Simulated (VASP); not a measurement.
Band structure of LaAg (space group Pm-3m). Level of theory: r2SCAN meta-GGA, VASP's PBE PAW potentials (set 64) (plane waves; VASP).

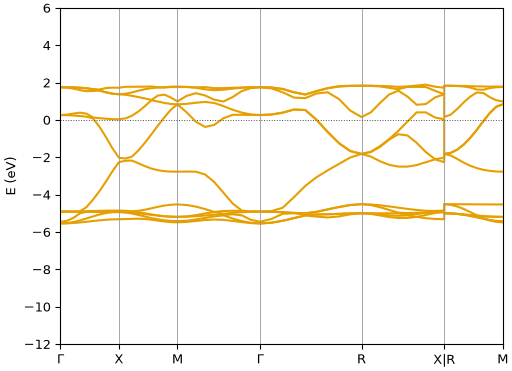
*Bands along high-symmetry lines, zero at the valence-band maximum or, without a gap, the Fermi level*

Read the plot: is there a gap, and where are the band edges?

It has no gap at this level: it comes out as a metal or semimetal.

The structure comes from a measured LaAg entry (Pm-3m) of the Crystallography Open Database, whose conditions weren't checked. It was relaxed first.
